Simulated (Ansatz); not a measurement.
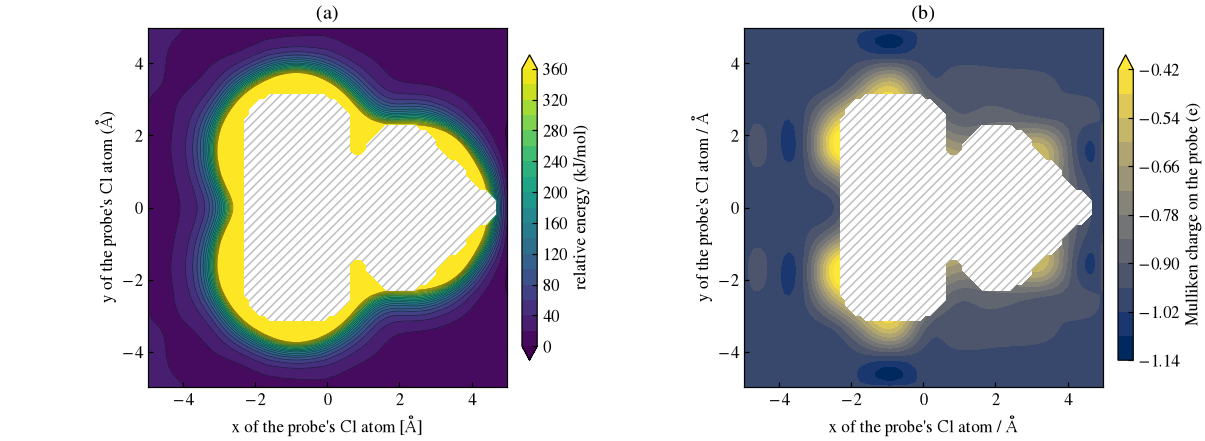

Cl₂FISi (SMILES F[Si](Cl)(Cl)I) with the probe Cl-. The probe is moved over the molecule's main plane. Coordinates scanned: (1) x of the probe's Cl atom; (2) y of the probe's Cl atom. Nothing is relaxed (molecule and probe rigid). The scan uses a 13 × 13 grid; 68 points were computed and 63 follow by symmetry. At 38 points there is no value (left out of the scan, as a rule where atoms come close). Points are written as (first, second). Energies: kJ/mol, counted from the lowest grid point. Method: Ansatz, RHF/def2-SVPD.

Panel (a) is the energy; panel (b) is the computed Mulliken charge on the probe, in e.

The picture shows filled contours, one colour for all values above the top of the scale, hatched blanks where no value was computed. Between grid points the surface is interpolated.

### How does the Mulliken charge on the probe vary over the map, and what is it at the lowest grid point?

Leaving out the highest fifth of the energies, it runs from −1.00 e at (−3.32 Å, −4.98 Å) to −0.91 e at (3.32 Å, −2.49 Å) [nearest 1 I at 2.71 Å]. At the lowest grid point, (4.98 Å, −1.66 Å) [nearest 1 I at 3.17 Å], it is −0.95 e. That point lies on the edge of the scan.
